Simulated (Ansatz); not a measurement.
The figure comes from a scan of Sn₄Pd (space group Ccce): a phonon pattern at Γ is frozen into a 10-atom cell, Q being the largest atomic displacement. Method: LDA (plane waves to 420 eV, PAW, scalar-relativistic; Ansatz, an electronic-structure program). k mesh 9×9×8 (Γ-centred), Fermi-Dirac smearing 0.05 eV. Energies are smeared free energies. With partly filled bands, energies and forces of such displacements shift with the k mesh and the smearing. Sn4Pd is run without spin polarisation. Sn4Pd was relaxed with its symmetry unable to fall. ΔE is measured from the undisplaced structure.

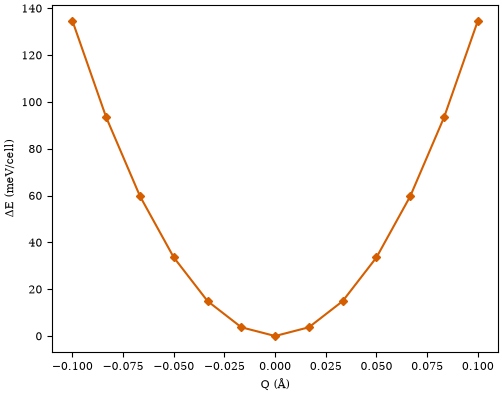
ΔE (meV/cell) against Q (Å); markers are the computed points, lines only join them.

Question: Turn the plot into a table (rounded to what can be read).

Answer: To the nearest 2:

```
Q (Å)   ΔE (meV/cell)
------  -------------
-0.100            134
-0.083             94
-0.067             60
-0.050             34
-0.033             14
-0.017              4
0.000               0
0.017               4
0.033              14
0.050              34
0.067              60
0.083              94
0.100             134
```

(For displaced atoms, the force is minus the slope of the energy, and its curvature is a force constant, which sets phonon frequencies.)
